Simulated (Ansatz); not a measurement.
Band structure of a sheet of ZrS2 (3 atoms in the cell).

```xyz
3
Lattice="3.7105 0.0000 0.0000 -1.8553 3.2134 0.0000 0.0000 0.0000 16.9473" Properties=species:S:1:pos:R:3 pbc="T T T"
Zr     0.0000     0.0000     8.4737
S      0.0000     2.1423     9.9473
S      1.8553     1.0711     7.0000
```

Method of the run: PBE, PAW files (plane waves; Ansatz, a program for electronic structure).

Settings: basis.ecutwfc = 420 eV; kpoints.mp_grid.grid = 8 8 1; hamiltonian.xc = pbe; hamiltonian.pseudopotentials = {kind: paw} (the program's default PAW files); scf.occupations.method = gaussian; scf.occupations.width = 0.272 eV; kpoints.band_path.path = [[0.0, 0.0, 0.0], [0.5, 0.0, 0.0], [0.33333333, 0.33333333, 0.0], [0.0, 0.0, 0.0]]; kpoints.band_path.npoints = 10.

The starting cell was generated: these elements placed on a structure prototype, without a prior relaxation; it need not be a known phase or ordering of this composition. Its lattice was rescaled in the plane by a random factor within 2.5 % of one.

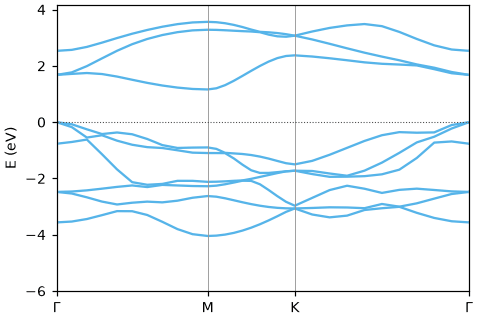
Figure. Bands along the path, energies from the top of the valence band on the path.

Task: Read off roughly the gap and where its edges lie.

Result: The gap along the path is about 1.2 eV (computed: 1.16 eV), from Γ to M; the smallest direct gap on it is 1.68 eV.

Levels in eV from the top of the valence band on the path, bands 9 to 15:
```
point      9     10     11     12    13    14    15
-----  -----  -----  -----  -----  ----  ----  ----
Γ      -2.48  -0.77   0.00   0.00  1.68  1.68  2.53
M      -2.28  -2.12  -1.10  -0.90  1.16  3.28  3.57
K      -2.97  -1.73  -1.73  -1.50  2.37  3.07  3.07
```

Keys are those of Ansatz 0.2.
